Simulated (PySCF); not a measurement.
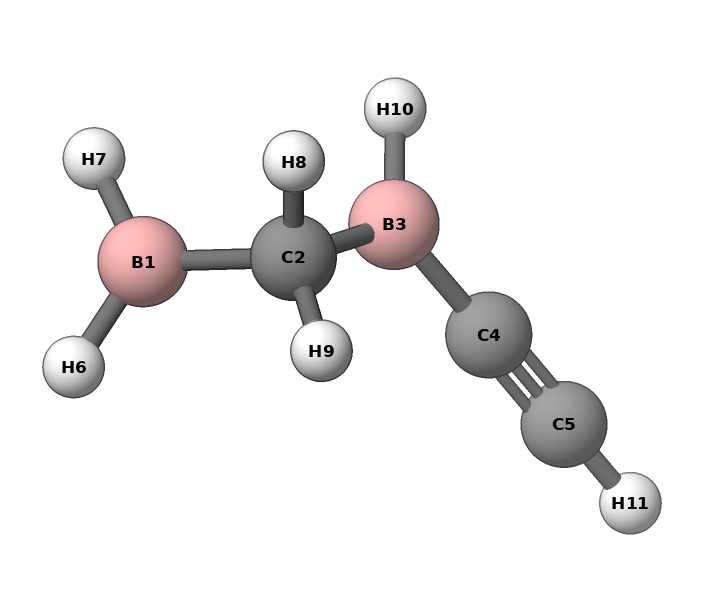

The computed structure is the end point of a PBE0-D3(BJ)/def2-SVP optimisation. No frequency run is at hand to confirm it as a minimum. Electric field gradients from the ground-state density, B3LYP/pcJ-1 (PySCF 2.14.0), non-relativistic apart from any core potentials.

Give the largest field-gradient component, the quadrupole coupling constant and the asymmetry for 11B at B1 (Q = 40.59 mb), 11B at B3 (Q = 40.59 mb), 2H at H6 (Q = 2.86 mb), 2H at H7 (Q = 2.86 mb).

```
atom  V_zz (a.u.)  e²qQ/h (MHz)     η
  B1        0.590          5.62  0.04
  B3        0.514          4.91  0.13
  H6        0.193         0.130  0.14
  H7        0.192         0.129  0.13
```
